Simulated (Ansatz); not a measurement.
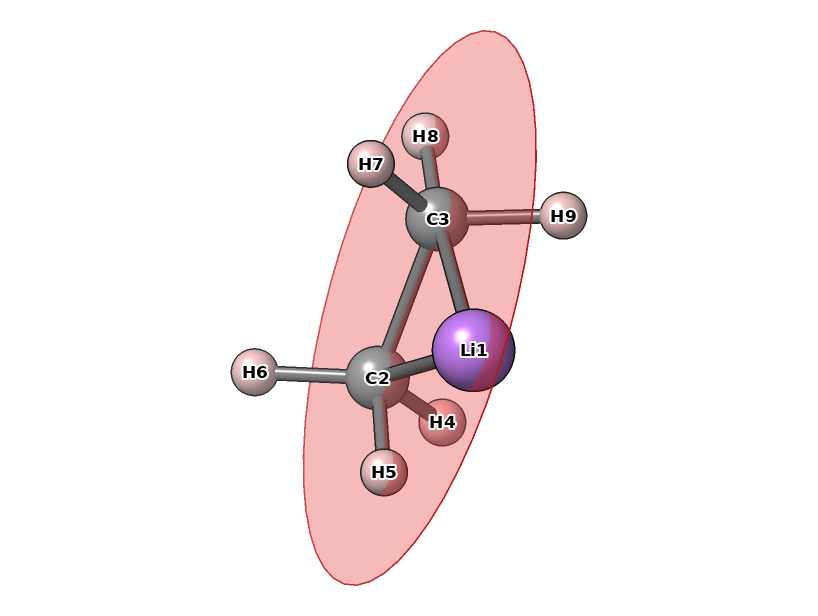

A disc through the centre of mass is drawn in. Distant atoms are faded towards the background colour. Charge +1, singlet. The geometry was computed by an optimisation with PBE-D4/def2-SVP. No frequency run is at hand to confirm it as a minimum.

Question: Is the plane of the disc a mirror plane of the structure?

Answer: Yes. The reflection leaves Li1, C2, C3, H5, H8 in place and moves H4 ↔ H6; H7 ↔ H9. The point group is Cs.
